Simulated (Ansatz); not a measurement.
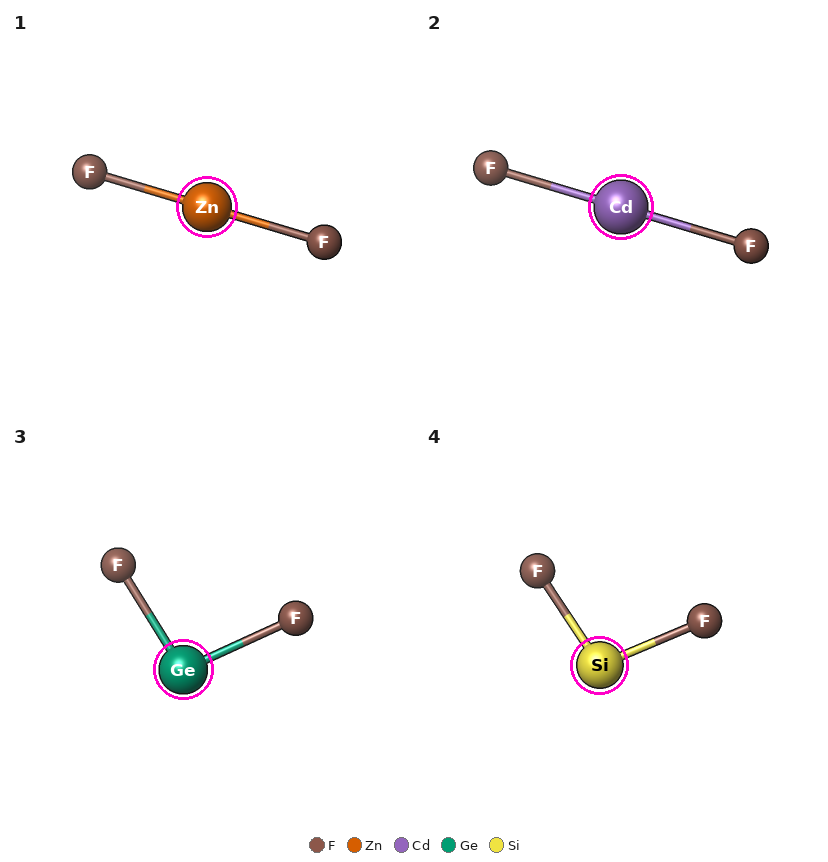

4 molecules with one skeleton, seen from the same side and at one scale; the atom that differs is circled. Each species is neutral and a spin singlet. Computed geometries: PBE0-D4/def2-TZVP optimisations, one conformation each. Properties computed with Ansatz 0.2.0. Elements past Kr carry core potentials.

One atom differs, called X below: Zn in panel 1, Cd in panel 2, Ge in panel 3, Si in panel 4. Their formulas are ZnF2 (`[F][Zn][F]`), CdF2 (`[F][Cd][F]`), GeF2 (`[F][Ge][F]`), SiF2 (`F[Si]F`).

Rank them by the mean length of X–F, lowest first (PBE0-D4/def2-TZVP).

Answer. 4 (Si), 1 (Zn), 3 (Ge), 2 (Cd).

Rank them by the HOMO–LUMO gap, lowest first (PBE0-D4/def2-QZVPP).

Answer. 4 (Si), 3 (Ge), 2 (Cd), 1 (Zn).

Give the values. With PBE0-D4/def2-TZVP: mean length of X–F (Å), angle F–X–F (°). With PBE0-D4/def2-QZVPP: HOMO energy (Kohn–Sham orbital) (eV), HOMO–LUMO gap (eV). With PBE0-D4/def2-TZVPP: vertical ionisation energy (eV). With B3LYP-D4/def2-TZVPP: dipole moment (D).

```tsv
quantity	1 (Zn)	2 (Cd)	3 (Ge)	4 (Si)
mean length of X–F (Å)	1.732	1.921	1.745	1.601
angle F–X–F (°)	180.0	180.0	97.2	100.6
HOMO energy (Kohn–Sham orbital) (eV)	−10.55	−10.12	−9.00	−8.35
HOMO–LUMO gap (eV)	8.61	7.72	6.36	6.15
vertical ionisation energy (eV)	13.24	12.59	11.59	10.97
dipole moment (D)	0.00	0.00	2.55	1.17
```
